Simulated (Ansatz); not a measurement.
**AlNH$_{5}$ClO$_{2}$: nudged elastic band**

System: AlNH$_{5}$ClO$_{2}$.
Method: RKS PBE-D4/def2-mTZVP (Ansatz 0.2.0).

It belongs to a series of runs on one base structure; here: band between the two ends. Figures and captions count atoms from 1; the log counts them from 0 in places.

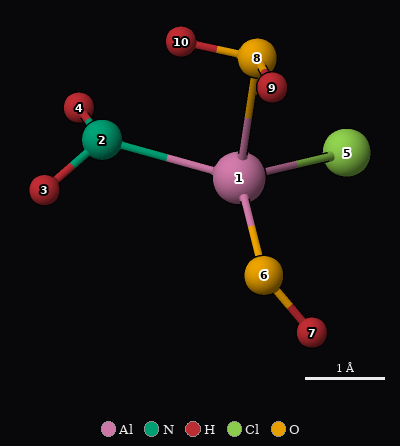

Figure 1. The input geometry (ball-and-stick view, seen at an oblique angle; atoms are numbered from 1 in the order of the input). Sticks mark near contacts. Bond lengths as drawn: Al–Cl 2.14 Å, Al–N 1.83 Å, Al–O 1.73 to 2.00 Å, H–N 1.02 Å and H–O 0.97 to 1.00 Å.

The input:
```yaml
crystal:
  periodic: [false, false, false]
  atoms:
    - { symbol: Al, position_ang: [-0.001841, -0.261642, 0.343585] }
    - { symbol: "N", position_ang: [0.056823, -0.002437, 2.152797] }
    - { symbol: H, position_ang: [-0.808149, 0.234865, 2.642323] }
    - { symbol: H, position_ang: [0.810289, 0.550196, 2.564291] }
    - { symbol: Cl, position_ang: [1.537739, 0.618382, -0.849081] }
    - { symbol: O, position_ang: [-1.555131, -0.588287, -0.352548] }
    - { symbol: H, position_ang: [-1.846718, -0.148618, -1.165698] }
    - { symbol: O, position_ang: [0.501421, -2.174645, 0.616709] }
    - { symbol: H, position_ang: [-0.251818, -2.724834, 0.31548] }
    - { symbol: H, position_ang: [0.419183, -2.092877, 1.604941] }
basis:
  gaussian: { orbitals: def2-mTZVP }
hamiltonian:
  xc: pbe
  dispersion: d4
neb:
  order_check: false
  images: 7
  f_tol: 0.03
  max_iterations: 60
  final_atoms:
    - { symbol: Al, position_ang: [-0.06697932, -0.72746548, 0.14108542] }
    - { symbol: "N", position_ang: [0.01930101, -0.25747638, 2.10257805] }
    - { symbol: H, position_ang: [-0.81591181, 0.2873354, 2.34520152] }
    - { symbol: H, position_ang: [0.8455027, 0.29782788, 2.34658974] }
    - { symbol: Cl, position_ang: [1.6215263, 0.35648314, -0.66495237] }
    - { symbol: O, position_ang: [-1.64581727, -0.04078527, -0.06076178] }
    - { symbol: H, position_ang: [-2.13631557, -0.10770334, -0.89368425] }
    - { symbol: O, position_ang: [0.12426316, -2.45064071, 0.16418716] }
    - { symbol: H, position_ang: [0.88922942, -2.8419067, -0.28616377] }
    - { symbol: H, position_ang: [0.02699939, -1.10556554, 2.67871927] }
  initial_path:
    images:
      - { positions_ang: [[-0.001841, -0.261642, 0.343585], [0.056823, -0.002437, 2.152797], [-0.808149, 0.234865, 2.642323], [0.810289, 0.550196, 2.564291], [1.537739, 0.618382, -0.849081], [-1.555131, -0.588287, -0.352548], [-1.846718, -0.148618, -1.165698], [0.501421, -2.174645, 0.616709], [-0.251818, -2.724834, 0.31548], [0.419183, -2.092877, 1.604941]] }
      - { positions_ang: [[-0.00815152, -0.19026086, 0.26196088], [0.04147758, -0.0110343, 2.18613895], [-0.82310477, 0.08917746, 2.68589951], [0.82505992, 0.47411805, 2.62703554], [1.62633844, 0.4914148, -0.91558552], [-1.56051894, -0.44063087, -0.47902796], [-1.89988379, -0.32752932, -1.04134278], [0.49427754, -2.10700046, 0.61670948], [-0.22509509, -2.68533634, 0.27919349], [0.39139863, -1.88281517, 1.65181741]] }
      - { positions_ang: [[-0.01446204, -0.11887972, 0.18033676], [0.02613215, -0.01963159, 2.21948089], [-0.83806054, -0.05651008, 2.72947602], [0.83983085, 0.39804011, 2.68978009], [1.71493788, 0.3644476, -0.98209005], [-1.56590687, -0.29297474, -0.60550793], [-1.95304958, -0.50644064, -0.91698757], [0.48713408, -2.03935591, 0.61670997], [-0.19837217, -2.64583869, 0.24290699], [0.36361426, -1.67275334, 1.69869382]] }
      - { positions_ang: [[-0.02077257, -0.04749858, 0.09871264], [0.01078673, -0.02822889, 2.25282284], [-0.85301631, -0.20219762, 2.77305253], [0.85460177, 0.32196216, 2.75252463], [1.80353731, 0.2374804, -1.04859457], [-1.57129481, -0.1453186, -0.73198789], [-2.00621538, -0.68535196, -0.79263235], [0.47999062, -1.97171137, 0.61671045], [-0.17164926, -2.60634103, 0.20662048], [0.33582989, -1.46269151, 1.74557023]] }
      - { positions_ang: [[-0.02708309, 0.02388256, 0.01708852], [-0.00455869, -0.03682618, 2.28616478], [-0.86797208, -0.34788515, 2.81662904], [0.86937269, 0.24588421, 2.81526917], [1.89213675, 0.1105132, -1.11509909], [-1.57668275, 0.00233753, -0.85846785], [-2.05938117, -0.86426328, -0.66827713], [0.47284716, -1.90406682, 0.61671093], [-0.14492635, -2.56684338, 0.17033398], [0.30804552, -1.25262968, 1.79244664]] }
      - { positions_ang: [[-0.03705715, -0.16395445, 0.04808774], [0.00140623, -0.09198873, 2.2402681], [-0.85495701, -0.18908002, 2.69877216], [0.86340519, 0.25887013, 2.69809932], [1.82448414, 0.17200568, -1.00256241], [-1.59396638, -0.00844317, -0.65904133], [-2.07861477, -0.67512329, -0.72462891], [0.38570116, -2.04071029, 0.50357999], [0.11361259, -2.63560921, 0.05620954], [0.23778399, -1.21586364, 2.0140148]] }
      - { positions_ang: [[-0.04703121, -0.35179146, 0.07908697], [0.00737116, -0.14715128, 2.19437142], [-0.84194194, -0.03027488, 2.58091528], [0.85743769, 0.27185604, 2.58092946], [1.75683152, 0.23349817, -0.89002573], [-1.61125001, -0.01922387, -0.45961482], [-2.09784837, -0.48598331, -0.78098069], [0.29855516, -2.17735376, 0.39044905], [0.37215153, -2.70437504, -0.05791489], [0.16752246, -1.17909761, 2.23558296]] }
      - { positions_ang: [[-0.05700526, -0.53962847, 0.11008619], [0.01333608, -0.20231383, 2.14847474], [-0.82892688, 0.12853026, 2.4630584], [0.8514702, 0.28484196, 2.4637596], [1.68917891, 0.29499066, -0.77748905], [-1.62853364, -0.03000457, -0.2601883], [-2.11708197, -0.29684332, -0.83733247], [0.21140916, -2.31399723, 0.2773181], [0.63069048, -2.77314087, -0.17203933], [0.09726092, -1.14233157, 2.45715112]] }
      - { positions_ang: [[-0.06697932, -0.72746548, 0.14108542], [0.01930101, -0.25747638, 2.10257805], [-0.81591181, 0.2873354, 2.34520152], [0.8455027, 0.29782788, 2.34658974], [1.6215263, 0.35648314, -0.66495237], [-1.64581727, -0.04078527, -0.06076178], [-2.13631557, -0.10770334, -0.89368425], [0.12426316, -2.45064071, 0.16418716], [0.88922942, -2.8419067, -0.28616377], [0.02699939, -1.10556554, 2.67871927]] }
```

Launch command:
```bash
ansatz run input.yaml --threads 4 --pin off --max-ram 5120MiB --backend cpu --events-out ev --progress --plain --runs-dir out
```

Log:
```
Engine: ansatz 0.2.0, aarch64-unknown-linux-gnu
Functional definition: PBE
  parameter kappa = 0.804
  parameter beta = 0.06672455060314922
  exchange = pbe_x(kappa = kappa, mu = beta*pi^2/3)
  correlation = pbe_c(beta = beta)
1122 factors; their error is unknown
mean field evaluation 1: about -24757.3037 eV, gradient 1.1e2 eV
mean field evaluation 2: about -24671.2232 eV, gradient 2.1e2 eV
mean field evaluation 4: about -24776.7323 eV, gradient 2.7e1 eV
mean field evaluation 8: about -24777.8944 eV, gradient 2.3e-1 eV
mean field evaluation 16: about -24777.8593 eV, gradient 2.7e-4 eV
mean field -24777.85926395 eV, -910.5695329140 hartree, gradient 7.3e-5 eV, S^2 0.000000; 0 other end points of the search recorded, 0 dependent functions left out
the calculation of the forces begins
reference -24777.85930805 eV, -910.5695345346 hartree; 29, 29 occupied and 97, 97 virtual orbitals, 1122 factors
1122 factors; their error is unknown
mean field evaluation 32: about -24778.8179 eV, gradient 1.2e-3 eV
mean field -24778.81786513 eV, -910.6047608575 hartree, gradient 6.4e-5 eV, S^2 0.000000; 0 other end points of the search recorded, 0 dependent functions left out
[... from here on the field's lines of each further geometry are left out, up to the last ...]
NEB iter   1: max|band force component| = 9.086e1 eV/Å  barrier→ = 16.1336 eV  barrier← = 17.0939 eV  Δτ_max = 0.2000 Å  (263 SCF iters)
NEB iter   2: max|band force component| = 1.008e1 eV/Å  barrier→ = 1.2626 eV  barrier← = 2.2229 eV  Δτ_max = 0.2000 Å  (246 SCF iters)
NEB iter   3: max|band force component| = 7.211e0 eV/Å  barrier→ = 0.7576 eV  barrier← = 1.7179 eV  Δτ_max = 0.1671 Å  (212 SCF iters)
NEB iter   4: max|band force component| = 2.916e0 eV/Å  barrier→ = 0.4105 eV  barrier← = 1.3708 eV  Δτ_max = 0.1572 Å  (203 SCF iters)
NEB iter   5: max|band force component| = 9.344e-1 eV/Å  barrier→ = 0.2766 eV  barrier← = 1.2369 eV  Δτ_max = 0.1825 Å  (207 SCF iters)
NEB iter   6: max|band force component| = 6.802e-1 eV/Å  barrier→ = 0.2357 eV  barrier← = 1.1960 eV  Δτ_max = 0.1908 Å  (206 SCF iters)
NEB iter   7: max|band force component| = 8.798e-1 eV/Å  barrier→ = 0.2148 eV  barrier← = 1.1751 eV  Δτ_max = 0.0977 Å  (215 SCF iters)
NEB iter   8: max|band force component| = 5.941e-1 eV/Å  barrier→ = 0.1869 eV  barrier← = 1.1472 eV  Δτ_max = 0.1004 Å  (208 SCF iters)
NEB iter   9: max|band force component| = 2.918e-1 eV/Å  barrier→ = 0.1642 eV  barrier← = 1.1245 eV  CI = image 2  Δτ_max = 0.1588 Å  (205 SCF iters)
NEB iter  10: max|band force component| = 1.177e0 eV/Å  barrier→ = 0.2100 eV  barrier← = 1.1703 eV  CI = image 2  Δτ_max = 0.0792 Å  (212 SCF iters)
NEB iter  11: max|band force component| = 3.243e-1 eV/Å  barrier→ = 0.1867 eV  barrier← = 1.1470 eV  CI = image 2  Δτ_max = 0.1559 Å  (205 SCF iters)
NEB iter  12: max|band force component| = 4.762e-1 eV/Å  barrier→ = 0.1565 eV  barrier← = 1.1168 eV  CI = image 2  Δτ_max = 0.0792 Å  (210 SCF iters)
NEB iter  13: max|band force component| = 2.336e-1 eV/Å  barrier→ = 0.1496 eV  barrier← = 1.1098 eV  CI = image 2  Δτ_max = 0.1580 Å  (203 SCF iters)
NEB iter  14: max|band force component| = 2.379e-1 eV/Å  barrier→ = 0.1251 eV  barrier← = 1.0853 eV  CI = image 2  Δτ_max = 0.1553 Å  (213 SCF iters)
NEB iter  15: max|band force component| = 2.029e-1 eV/Å  barrier→ = 0.1042 eV  barrier← = 1.0645 eV  CI = image 2  Δτ_max = 0.1559 Å  (206 SCF iters)
NEB iter  16: max|band force component| = 2.175e-1 eV/Å  barrier→ = 0.0909 eV  barrier← = 1.0512 eV  CI = image 2  Δτ_max = 0.0791 Å  (217 SCF iters)
NEB iter  17: max|band force component| = 1.561e-1 eV/Å  barrier→ = 0.0857 eV  barrier← = 1.0459 eV  CI = image 2  Δτ_max = 0.0778 Å  (205 SCF iters)
NEB iter  18: max|band force component| = 1.739e-1 eV/Å  barrier→ = 0.0820 eV  barrier← = 1.0423 eV  CI = image 2  Δτ_max = 0.0395 Å  (207 SCF iters)
NEB iter  19: max|band force component| = 7.072e-2 eV/Å  barrier→ = 0.0809 eV  barrier← = 1.0411 eV  CI = image 2  Δτ_max = 0.0779 Å  (206 SCF iters)
NEB iter  20: max|band force component| = 1.188e-1 eV/Å  barrier→ = 0.0800 eV  barrier← = 1.0403 eV  CI = image 2  Δτ_max = 0.0392 Å  (207 SCF iters)
NEB iter  21: max|band force component| = 5.213e-2 eV/Å  barrier→ = 0.0799 eV  barrier← = 1.0401 eV  CI = image 2  Δτ_max = 0.0392 Å  (210 SCF iters)
NEB iter  22: max|band force component| = 4.246e-2 eV/Å  barrier→ = 0.0798 eV  barrier← = 1.0401 eV  CI = image 2  Δτ_max = 0.0391 Å  (196 SCF iters)
NEB iter  23: max|band force component| = 7.421e-2 eV/Å  barrier→ = 0.0798 eV  barrier← = 1.0401 eV  CI = image 2  Δτ_max = 0.0197 Å  (196 SCF iters)
NEB iter  24: max|band force component| = 9.078e-2 eV/Å  barrier→ = 0.0798 eV  barrier← = 1.0401 eV  CI = image 2  Δτ_max = 0.0098 Å  (190 SCF iters)
the calculation of the forces begins
reference -24778.81376908 eV, -910.6046103306 hartree; 29, 29 occupied and 97, 97 virtual orbitals, 1122 factors
1122 factors; their error is unknown
mean field evaluation 1472: about -24775.4730 eV, gradient 3.4e1 eV
mean field -24777.77888139 eV, -910.5665789093 hartree, gradient 4.3e-5 eV, S^2 0.000000; 1 other end points of the search recorded, 0 dependent functions left out
the calculation of the forces begins
reference -24777.77892551 eV, -910.5665805307 hartree; 29, 29 occupied and 97, 97 virtual orbitals, 1122 factors
NEB iter  25: max|band force component| = 2.967e-2 eV/Å  barrier→ = 0.0798 eV  barrier← = 1.0401 eV  CI = image 2  Δτ_max = 0.0000 Å  (377 SCF iters)
```

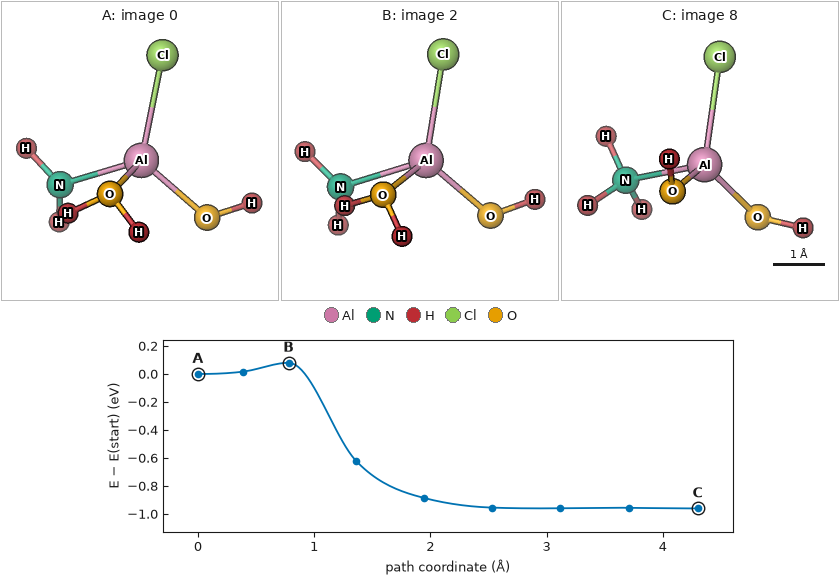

Figure 2. Images of the last band (counted from 0; ball-and-stick, seen at a tilt) above the energy along the path; the line is a cubic interpolation that uses the forces. The highest image is number 2, 0.080 eV above the start and 1.040 eV above the end (the climbing image); the end lies 0.960 eV below the start. The path is 4.30 Å long. The band converged in 25 iterations.

```
Total energy: -24777.98503586 eV, -910.5741549463 hartree
Atom 0 at    -0.013066    -0.361507     0.193835 Å, force    -0.000029     0.000724    -0.001696 eV/Å
Atom 1 at     0.088063    -0.171034     2.079696 Å, force     0.000314    -0.000139     0.001457 eV/Å
Atom 2 at    -0.765691     0.039951     2.600171 Å, force    -0.000162    -0.000054    -0.000023 eV/Å
Atom 3 at     0.861001     0.337159     2.513286 Å, force     0.000094     0.000030    -0.000234 eV/Å
Atom 4 at     1.526383     0.602612    -0.920460 Å, force    -0.000370    -0.000178     0.000220 eV/Å
Atom 5 at    -1.621587    -0.472563    -0.414187 Å, force     0.000789    -0.001970     0.003085 eV/Å
Atom 6 at    -1.883704    -0.027505    -1.234473 Å, force    -0.000686     0.001780    -0.003063 eV/Å
Atom 7 at     0.499517    -2.130251     0.729167 Å, force     0.000051    -0.000518     0.000809 eV/Å
Atom 8 at    -0.172303    -2.826229     0.600024 Å, force    -0.000007     0.000316    -0.000160 eV/Å
Atom 9 at     0.343185    -1.580530     1.725739 Å, force     0.000007     0.000009    -0.000395 eV/Å
Dipole moment:    -0.343571    -0.220004     0.482800 e Å
this run last wrote the band of iteration 25 to [file]
```

The last band as extended XYZ (Å, eV, eV/Å):
```
10
Properties=species:S:1:pos:R:3:forces:R:3 image=0 energy=-24778.06482
Al   -0.0018   -0.2616    0.3436   -0.0009  -0.0041   0.0006
N     0.0568   -0.0024    2.1528   -0.0143   0.0139   0.0034
H    -0.8081    0.2349    2.6423    0.0224  -0.0070  -0.0071
H     0.8103    0.5502    2.5643   -0.0074  -0.0084  -0.0008
Cl    1.5377    0.6184   -0.8491    0.0008   0.0017   0.0008
O    -1.5551   -0.5883   -0.3525    0.0011   0.0002  -0.0029
H    -1.8467   -0.1486   -1.1657   -0.0032   0.0014  -0.0004
O     0.5014   -2.1746    0.6167   -0.0143  -0.0078   0.0170
H    -0.2518   -2.7248    0.3155    0.0091   0.0087  -0.0009
H     0.4192   -2.0929    1.6049    0.0068   0.0014  -0.0096
10
Properties=species:S:1:pos:R:3:forces:R:3 image=1 energy=-24778.04797
Al   -0.0207   -0.2838    0.2771   -0.0019   0.0195   0.0214
N     0.0653   -0.0895    2.1146   -0.0039   0.0266   0.0081
H    -0.7909    0.1292    2.6265   -0.0039   0.0319   0.0052
H     0.8295    0.4355    2.5418   -0.0055   0.0305   0.0036
Cl    1.5244    0.6186   -0.8864    0.0011  -0.0052   0.0040
O    -1.5976   -0.5109   -0.3898    0.0056  -0.0115   0.0070
H    -1.8645   -0.0694   -1.2108    0.0058  -0.0142   0.0055
O     0.5104   -2.1559    0.6736    0.0016  -0.0084  -0.0121
H    -0.1987   -2.8009    0.4800   -0.0137   0.0055  -0.0255
H     0.4045   -1.8629    1.6463    0.0148  -0.0747  -0.0171
10
Properties=species:S:1:pos:R:3:forces:R:3 image=2 energy=-24777.98499
Al   -0.0131   -0.3615    0.1938    0.0000   0.0007  -0.0017
N     0.0881   -0.1710    2.0797    0.0003  -0.0001   0.0015
H    -0.7657    0.0400    2.6002   -0.0002  -0.0001   0.0000
H     0.8610    0.3372    2.5133    0.0001   0.0000  -0.0002
Cl    1.5264    0.6026   -0.9205   -0.0004  -0.0002   0.0002
O    -1.6216   -0.4726   -0.4142    0.0008  -0.0020   0.0031
H    -1.8837   -0.0275   -1.2345   -0.0007   0.0018  -0.0031
O     0.4995   -2.1303    0.7292    0.0001  -0.0005   0.0008
H    -0.1723   -2.8262    0.6000    0.0000   0.0003  -0.0002
H     0.3432   -1.5805    1.7257    0.0000   0.0000  -0.0004
10
Properties=species:S:1:pos:R:3:forces:R:3 image=3 energy=-24778.68871
Al    0.0038   -0.5493    0.0983    0.0324  -0.3122  -0.1564
N     0.1109   -0.2068    2.0728    0.0309  -0.0729  -0.0062
H    -0.7515    0.0101    2.5801    0.0093  -0.0673  -0.0328
H     0.8804    0.3328    2.4778    0.0193  -0.0234  -0.0421
Cl    1.5023    0.6065   -0.9008   -0.0239   0.0208   0.0585
O    -1.6477   -0.4405   -0.3897   -0.0319   0.0709   0.0227
H    -1.8981   -0.0092   -1.2208   -0.0069   0.0482   0.0205
O     0.5001   -2.1914    0.5780   -0.0064  -0.1035  -0.2640
H    -0.1612   -2.8951    0.4879    0.0216  -0.1140  -0.2087
H     0.3227   -1.2471    2.0892   -0.0444   0.5533   0.6084
10
Properties=species:S:1:pos:R:3:forces:R:3 image=4 energy=-24778.95074
Al   -0.0119   -0.6705    0.1072   -0.0019  -0.0484  -0.0003
N     0.1206   -0.2063    2.0756    0.0024   0.0063   0.0012
H    -0.7617    0.0691    2.5179   -0.0084   0.0326  -0.0296
H     0.8491    0.4535    2.3642   -0.0151   0.0503  -0.0455
Cl    1.4496    0.6052   -0.8262   -0.0099  -0.0148   0.0321
O    -1.6713   -0.4238   -0.3191   -0.0019   0.0061   0.0205
H    -1.9036    0.0702   -1.1205    0.0067   0.0330   0.0313
O     0.4874   -2.3031    0.4707   -0.0086  -0.0495  -0.0305
H    -0.0713   -3.0413    0.1860    0.0238  -0.0593  -0.1142
H     0.3749   -1.1429    2.4168    0.0128   0.0437   0.1350
10
Properties=species:S:1:pos:R:3:forces:R:3 image=5 energy=-24779.01929
Al   -0.0244   -0.7622    0.1405    0.0059  -0.0117   0.0092
N     0.0966   -0.2223    2.0863    0.0046  -0.0044   0.0014
H    -0.8324   -0.0241    2.4729   -0.0040  -0.0022  -0.0095
H     0.6891    0.5980    2.2510   -0.0044  -0.0001  -0.0082
Cl    1.4663    0.5342   -0.7382   -0.0027  -0.0082  -0.0001
O    -1.6662   -0.4024   -0.2839    0.0056   0.0061   0.0080
H    -1.8403    0.2431   -0.9864   -0.0083   0.0122   0.0003
O     0.4135   -2.4139    0.4421   -0.0260   0.0102   0.0124
H     0.0679   -3.1257   -0.1174    0.0253  -0.0128  -0.0199
H     0.4916   -1.0147    2.6057    0.0039   0.0111   0.0062
10
Properties=species:S:1:pos:R:3:forces:R:3 image=6 energy=-24779.02408
Al   -0.0648   -0.7735    0.1497   -0.0008  -0.0070  -0.0007
N     0.0546   -0.2417    2.0923    0.0063  -0.0012   0.0092
H    -0.8332    0.1601    2.4110   -0.0050   0.0009   0.0036
H     0.7957    0.4421    2.2761    0.0008  -0.0011  -0.0008
Cl    1.4262    0.4768   -0.7956   -0.0064   0.0011   0.0017
O    -1.7065   -0.3462   -0.2113    0.0143  -0.0133   0.0017
H    -1.8846    0.2792   -0.9301   -0.0106   0.0179  -0.0145
O     0.3542   -2.4251    0.4666    0.0032  -0.0117   0.0059
H     0.4709   -3.0812   -0.2366   -0.0044   0.0086  -0.0011
H     0.2493   -1.0806    2.6508    0.0026   0.0057  -0.0050
10
Properties=species:S:1:pos:R:3:forces:R:3 image=7 energy=-24779.02079
Al   -0.0808   -0.7640    0.1523    0.0009  -0.0004  -0.0089
N     0.0226   -0.2605    2.1020   -0.0076   0.0112   0.0011
H    -0.8996    0.0635    2.4147    0.0069  -0.0003  -0.0016
H     0.6964    0.4913    2.2798    0.0003   0.0022  -0.0007
Cl    1.5569    0.3134   -0.7610    0.0057  -0.0028   0.0005
O    -1.6670   -0.1048   -0.0792   -0.0107   0.0044   0.0106
H    -1.9996    0.1539   -0.9515    0.0050  -0.0083  -0.0020
O     0.1578   -2.4741    0.3125   -0.0049   0.0012  -0.0118
H     0.7816   -2.9384   -0.2662    0.0035   0.0028   0.0054
H     0.2935   -1.0702    2.6694    0.0010  -0.0101   0.0075
10
Properties=species:S:1:pos:R:3:forces:R:3 image=8 energy=-24779.02510
Al   -0.0670   -0.7275    0.1411   -0.0157  -0.0014   0.0053
N     0.0193   -0.2575    2.1026   -0.0059   0.0042   0.0009
H    -0.8159    0.2873    2.3452    0.0001   0.0020   0.0000
H     0.8455    0.2978    2.3466    0.0034   0.0005  -0.0007
Cl    1.6215    0.3565   -0.6650    0.0128   0.0069  -0.0068
O    -1.6458   -0.0408   -0.0608    0.0016  -0.0013   0.0007
H    -2.1363   -0.1077   -0.8937   -0.0023   0.0007   0.0001
O     0.1243   -2.4506    0.1642    0.0122   0.0001  -0.0061
H     0.8892   -2.8419   -0.2862   -0.0056  -0.0057   0.0034
H     0.0270   -1.1056    2.6787   -0.0005  -0.0060   0.0032
```

Key numbers:

| quantity | value |
| --- | --- |
| outcome | converged |
| barrier, forward | 0.080 eV |
| barrier, backward | 1.040 eV |
| hardware | 4 threads of Arm Neoverse V2, 24 GiB of memory available, shared host |
| wall time | 3.4 min (CPU time 13 min) |
| peak memory | 0.18 GiB |

Notes:

The order of the saddle point was not checked.
